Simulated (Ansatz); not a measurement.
The figure comes from a scan of Zn (hcp, Mg type): the cell is scaled evenly about its relaxed volume V₀. Level of theory: r2SCAN (plane waves to 500 eV, PAW, scalar-relativistic; Ansatz, an electronic-structure program). k mesh 20×20×10 (Γ-centred), Fermi-Dirac smearing 0.05 eV. The energy includes the smearing's −TS. Zn was relaxed with its symmetry unable to fall. The zero of ΔE is the relaxed starting cell.

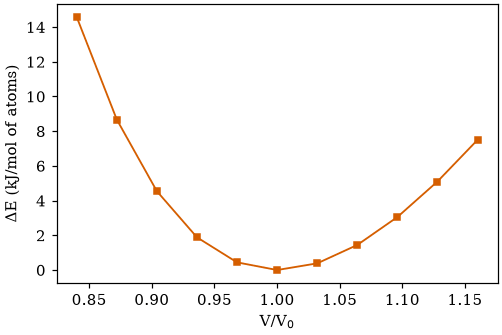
Fig. 1. ΔE (kJ/mol of atoms) against V/V₀; computed points joined by lines.

### Question
Read the plotted values off the figure, to the accuracy that the plot allows.

### Answer
To the nearest 0.2:

```json
[
 {"V/V₀": "0.840", "ΔE (kJ/mol of atoms)": "14.6"},
 {"V/V₀": "0.872", "ΔE (kJ/mol of atoms)": "8.6"},
 {"V/V₀": "0.904", "ΔE (kJ/mol of atoms)": "4.6"},
 {"V/V₀": "0.936", "ΔE (kJ/mol of atoms)": "1.8"},
 {"V/V₀": "0.968", "ΔE (kJ/mol of atoms)": "0.4"},
 {"V/V₀": "1.000", "ΔE (kJ/mol of atoms)": "0.0"},
 {"V/V₀": "1.032", "ΔE (kJ/mol of atoms)": "0.4"},
 {"V/V₀": "1.064", "ΔE (kJ/mol of atoms)": "1.4"},
 {"V/V₀": "1.096", "ΔE (kJ/mol of atoms)": "3.0"},
 {"V/V₀": "1.128", "ΔE (kJ/mol of atoms)": "5.0"},
 {"V/V₀": "1.160", "ΔE (kJ/mol of atoms)": "7.4"}
]
```

(A scan under strain: stresses follow from slopes of the energy per volume, elastic moduli from its curvatures.)
